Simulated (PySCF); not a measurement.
C₅H₉B (SMILES B1C[CH+][CH]CC1) (charge +1, doublet)

```xyz
15

B     0.5278    0.9460    0.9811
C     1.5704   -0.0249    0.2607
C     0.8875   -1.1946   -0.2803
C    -0.3417   -1.1207   -0.8568
C    -1.2563    0.0154   -0.6710
C    -0.9672    0.8522    0.5753
H     0.9558    1.6796    1.7787
H     2.4829   -0.2828    0.7924
H     1.8534    0.6826   -0.5353
H     1.3860   -2.1533   -0.2035
H    -0.6832   -1.9246   -1.4973
H    -1.1748    0.6202   -1.5906
H    -2.2995   -0.3198   -0.6818
H    -1.4552    1.8262    0.4746
H    -1.4904    0.4064    1.4318
```

Geometry: GFN2-xTB.

Theory: UKS B3LYP, pcH-1 on B C H, non-relativistic, mean-field spin-orbit, GIAO in PySCF 2.14.0, density-fitted response routines.

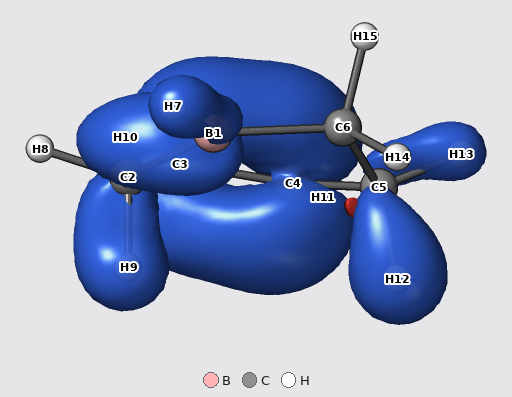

Figure 1. Isosurfaces of the spin density (α minus β) at +0.02 (blue) and −0.02 e/Å³ (red), seen from one side.

Question: Describe the spin distribution.

Answer: The unpaired spin (1 electron) lies mostly on C4 (about 0.3), C3 (about 0.3) and C2 (about 0.1), in electrons by Hirshfeld's partition.

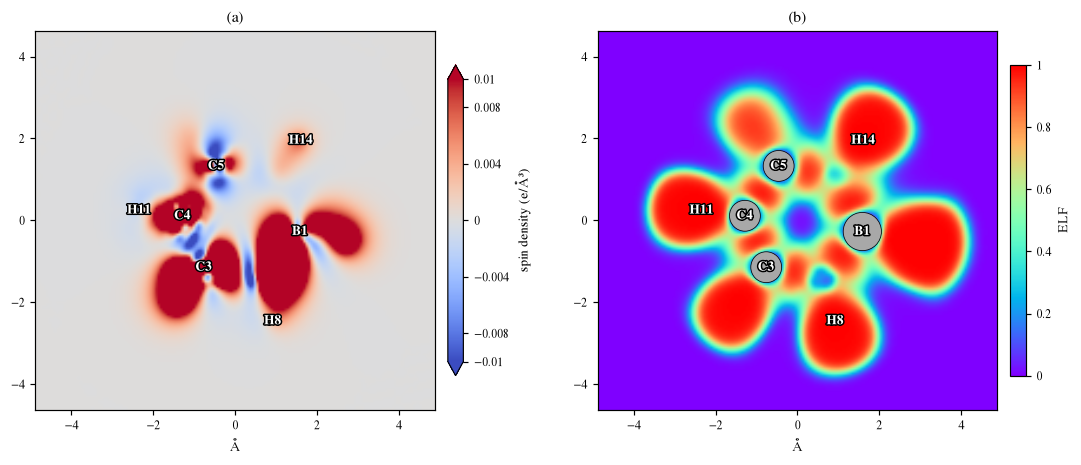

Figure 2. (a) spin density (α minus β); (b) ELF on the plane of atoms C3, C4 and C5. Grey discs cover the atomic cores in the ELF map.

Question: What do the fields say about this system?

Answer: The plane passes through B, C and H nuclei. C–C (1.36 Å): the ELF peaks at about 0.95 between the atoms, as expected for localised, covalent bonding. C–H (1.08 Å): the ELF climbs to about 1 towards the hydrogen, as it does in any bond to H (an ordinary covalent bond to hydrogen). C–C (1.47 Å): the ELF peaks at about 0.95 between the atoms (a shared electron pair).

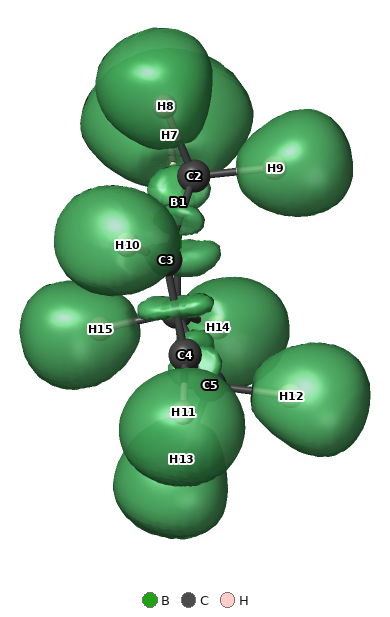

Figure 3. Isosurface of the ELF at 0.9 (green), seen at an oblique angle. Core shells and regions of very low density are left out.

Question: Where are the electrons localised?

Answer: The ELF exceeds this value in two regions between bonded B–C atoms (shared pairs), four regions between bonded C–C atoms (shared pairs) and nine regions around hydrogen nuclei. Profiles from the grid: C–B (1.55 Å): the ELF peaks at about 1 between the atoms (localised, covalent bonding).
